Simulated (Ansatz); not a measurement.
# CH₅FGeOSi: small, medium and large basis sets

Aim: see how fast density functionals converge with the basis set for CH₅FGeOSi.

Computed with Ansatz 0.2.0, Gaussian basis. Level: one geometry, several basis sets.

Plan: PBE0-D4/def2-SVP; ωB97M-V/def2-SVP; PBE0-D4/def2-QZVPP; ωB97M-V/def2-QZVPP; the functionals' def2-TZVPP values are taken from earlier runs.

**1. The relaxed structure**

All runs share one geometry, relaxed beforehand with PBE0-D4 in a triple-zeta def2 set.

SMILES `F[C]1([GeH3])O[SiH2]1`, 10 atoms, charge 0, spin multiplicity 1.

Atoms are counted from 1 here; the program's logs count them from 0.

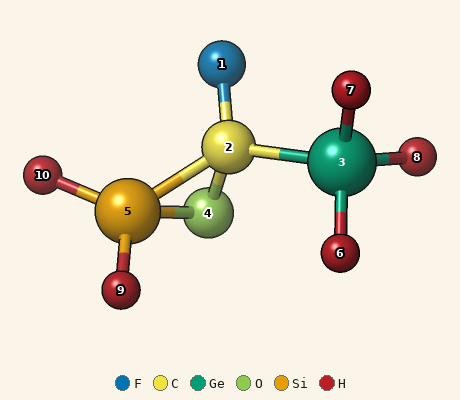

The geometry (fluorine blue, carbon yellow, germanium teal, oxygen green, silicon amber, hydrogen red); atoms are numbered from 1 in the order of the file.

**2. PBE0-D4 in def2-SVP**

in.yaml

```yaml
crystal:
  periodic: [false, false, false]
  atoms:
    - {symbol: F, position_ang: [0.011495, -0.691384, -1.835174]}
    - {symbol: C, position_ang: [-0.090981, -0.103395, -0.597957]}
    - {symbol: Ge, position_ang: [0.211091, -1.417631, 0.839307]}
    - {symbol: O, position_ang: [-1.298543, 0.649486, -0.488957]}
    - {symbol: Si, position_ang: [-0.005993, 1.720717, -0.514768]}
    - {symbol: H, position_ang: [0.191732, -0.649381, 2.168846]}
    - {symbol: H, position_ang: [1.582285, -2.072935, 0.628141]}
    - {symbol: H, position_ang: [-0.903325, -2.473052, 0.811960]}
    - {symbol: H, position_ang: [0.238968, 2.466575, 0.737668]}
    - {symbol: H, position_ang: [0.146471, 2.519799, -1.746169]}
basis:
  gaussian: {orbitals: def2-SVP}
hamiltonian: {xc: pbe0, dispersion: d4}
output: {orbitals: {seedname: orbitals}}
```

On the command line:

```sh
ansatz run in.yaml --threads 4 --pin off --events-out ev --progress --plain --max-ram 10444MiB
```

What it wrote:

```text
Functional definition: PBE0
  name "PBE0"
  cite "Adamo & Barone, J. Chem. Phys. 110, 6158 (1999) doi:10.1063/1.478522"
  cite "Perdew, Burke & Ernzerhof, Phys. Rev. Lett. 77, 3865 (1996) doi:10.1103/PhysRevLett.77.3865"
  parent pbe
  parameter a = 0.25
  parameter kappa = 0.804
  parameter beta = 0.06672455060314922
  exchange = (1 - a)*pbe_x(kappa = kappa, mu = beta*pi^2/3) + a*exact_x
  correlation = pbe_c(beta = beta)
1138 factors; integrals over basis functions are off by at most 1.5e-3 eV
mean field evaluation 1: about -70242.6951 eV, gradient 4.4e1 eV
mean field evaluation 2: about -70232.8209 eV, gradient 8.2e1 eV
mean field evaluation 4: about -70246.1682 eV, gradient 4.7e0 eV
mean field evaluation 8: about -70246.2764 eV, gradient 2.9e-1 eV
mean field evaluation 16: about -70246.2765 eV, gradient 5.7e-5 eV
mean field -70246.27651877 eV, -2581.5030474285 hartree, gradient 5.7e-5 eV, S^2 0.000000; 0 other end points of the search recorded, 0 dependent functions left out
reference -70246.27654700 eV, -2581.5030484659 hartree; 37, 37 occupied and 80, 80 virtual orbitals, 1138 factors
Total energy: -70246.47146594 eV, -2581.5102116046 hartree
```

Run time: 1.6 s. Hardware: 4 threads of Arm Neoverse V1, shared host.

**3. ωB97M-V in def2-SVP**

Changes to in.yaml since step 2:

```diff
@@ -15,3 +15,3 @@
   gaussian: {orbitals: def2-SVP}
-hamiltonian: {xc: pbe0, dispersion: d4}
+hamiltonian: {xc: {name: wB97M-V}}
 output: {orbitals: {seedname: orbitals}}
```

Same command.

What it wrote, cut to the lines that bear on the results:

```text
Functional definition: wB97M-V
  name "wB97M-V"
  cite "Mardirossian & Head-Gordon, J. Chem. Phys. 144, 214110 (2016) doi:10.1063/1.4952647"
  cite "Becke, J. Chem. Phys. 107, 8554 (1997) doi:10.1063/1.475007"
  cite "Vydrov & Van Voorhis, J. Chem. Phys. 133, 244103 (2010) doi:10.1063/1.3521275"
  # Of w^i u^j: cxij and so on, Table III.
[...]
  gx(w, u) = 1 - cx + cx01*u + cx10*w
  gss(w, u) = css00 + css04*u^4 + css10*w + css20*w^2 + css43*w^4*u^3
  gos(w, u) = cos00 + cos10*w + (cos20 + cos21*u)*w^2 + (cos60 + cos61*u)*w^6
[...]
      + integral(e_c_pw_mod_opposite_spin*gos(b97_w_opposite, b97_u_opposite)) + vv10(b, c)
1138 factors; integrals over basis functions are off by at most 1.5e-3 eV
326 factors; integrals over basis functions are off by at most 5.3e-6 eV
[...]
mean field -70257.09518350 eV, -2581.9006260242 hartree, gradient 4.7e-5 eV, S^2 0.000000; 0 other end points of the search recorded, 0 dependent functions left out
reference -70257.09522804 eV, -2581.9006276610 hartree; 37, 37 occupied and 80, 80 virtual orbitals, 1138 factors
Total energy: -70257.09522804 eV, -2581.9006276610 hartree
```

It took 7 s on 4 threads of Arm Neoverse V1, shared host.

**4. PBE0-D4 in def2-QZVPP**

Changes to in.yaml since step 3:

```diff
@@ -14,4 +14,4 @@
 basis:
-  gaussian: {orbitals: def2-SVP}
-hamiltonian: {xc: {name: wB97M-V}}
+  gaussian: {orbitals: "def2-QZVPP.json"}
+hamiltonian: {xc: pbe0, dispersion: d4}
 output: {orbitals: {seedname: orbitals}}
```

The command is unchanged.

What it wrote:

```text
Functional definition: PBE0
  name "PBE0"
  cite "Adamo & Barone, J. Chem. Phys. 110, 6158 (1999) doi:10.1063/1.478522"
  cite "Perdew, Burke & Ernzerhof, Phys. Rev. Lett. 77, 3865 (1996) doi:10.1103/PhysRevLett.77.3865"
  parent pbe
  parameter a = 0.25
  parameter kappa = 0.804
  parameter beta = 0.06672455060314922
  exchange = (1 - a)*pbe_x(kappa = kappa, mu = beta*pi^2/3) + a*exact_x
  correlation = pbe_c(beta = beta)
1783 factors; their error is unknown
mean field evaluation 1: about -70260.0049 eV, gradient 5.4e1 eV
mean field evaluation 2: about -70243.4306 eV, gradient 1.0e2 eV
mean field evaluation 4: about -70264.9354 eV, gradient 7.3e0 eV
mean field evaluation 8: about -70265.0051 eV, gradient 1.6e-1 eV
mean field evaluation 16: about -70265.1532 eV, gradient 2.8e-4 eV
mean field -70265.15322831 eV, -2582.1967537091 hartree, gradient 5.2e-5 eV, S^2 0.000000; 0 other end points of the search recorded, 0 dependent functions left out
reference -70265.15327181 eV, -2582.1967553074 hartree; 37, 37 occupied and 443, 443 virtual orbitals, 1783 factors
Total energy: -70265.34819074 eV, -2582.2039184461 hartree
```

It took 12 s on 4 threads of Arm Neoverse V1, shared host; peak memory 2.1 GiB.

**5. ωB97M-V in def2-QZVPP**

Changes to in.yaml since step 4:

```diff
@@ -15,3 +15,3 @@
   gaussian: {orbitals: "def2-QZVPP.json"}
-hamiltonian: {xc: pbe0, dispersion: d4}
+hamiltonian: {xc: {name: wB97M-V}}
 output: {orbitals: {seedname: orbitals}}
```

The command is unchanged.

What it wrote, cut to the lines that bear on the results:

```text
Functional definition: wB97M-V
  name "wB97M-V"
  cite "Mardirossian & Head-Gordon, J. Chem. Phys. 144, 214110 (2016) doi:10.1063/1.4952647"
  cite "Becke, J. Chem. Phys. 107, 8554 (1997) doi:10.1063/1.475007"
  cite "Vydrov & Van Voorhis, J. Chem. Phys. 133, 244103 (2010) doi:10.1063/1.3521275"
  # Of w^i u^j: cxij and so on, Table III.
[...]
  gx(w, u) = 1 - cx + cx01*u + cx10*w
  gss(w, u) = css00 + css04*u^4 + css10*w + css20*w^2 + css43*w^4*u^3
  gos(w, u) = cos00 + cos10*w + (cos20 + cos21*u)*w^2 + (cos60 + cos61*u)*w^6
[...]
      + integral(e_c_pw_mod_opposite_spin*gos(b97_w_opposite, b97_u_opposite)) + vv10(b, c)
1751 factors; their error is unknown
383 factors; integrals over basis functions are off by at most 9.1e-6 eV
[...]
mean field -70276.06631026 eV, -2582.5978020735 hartree, gradient 8.0e-5 eV, S^2 0.000000; 0 other end points of the search recorded, 0 dependent functions left out
reference -70276.06638002 eV, -2582.5978046372 hartree; 37, 37 occupied and 443, 443 virtual orbitals, 1751 factors
Total energy: -70276.06638002 eV, -2582.5978046372 hartree
```

Wall time 25 s (4 threads of Arm Neoverse V1, shared host); peak memory 2.4 GiB.

**6. Density functionals: the series**

The def2-TZVPP values come from earlier runs at the same geometry.

```csv
functional,basis,functions,energy (eV),from the largest (eV),HOMO (eV),LUMO (eV)
PBE0-D4,def2-SVP,117,-70246.4715,18.877,-7.24,-0.62
PBE0-D4,def2-TZVPP,253,-70263.5337,1.814,-7.29,-0.96
PBE0-D4,def2-QZVPP,480,-70265.3482,0.000,-7.31,-1.06
ωB97M-V,def2-SVP,117,-70257.0952,18.971,-9.37,1.34
ωB97M-V,def2-TZVPP,253,-70274.3171,1.749,-9.45,0.81
ωB97M-V,def2-QZVPP,480,-70276.0664,0.000,-9.48,0.56
```

**7. Summary of results**

| quantity | value |
| --- | --- |
| PBE0-D4: double and triple zeta above quadruple | 18.88, 1.81 eV |
| ωB97M-V: double and triple zeta above quadruple | 18.97, 1.75 eV |

For PBE0-D4 the step from double to triple zeta gains 17.06 eV and the next only 1.81 eV. These are total energies; as a rule much of such shifts cancels in differences, which this series doesn't test. The LUMO of ωB97M-V is positive and keeps falling with the basis (1.34 to 0.56 eV): an unbound level that the basis holds in place.

For PBE0-D4 the largest set took about 8 times as long as the smallest (12 s against 1.6 s).
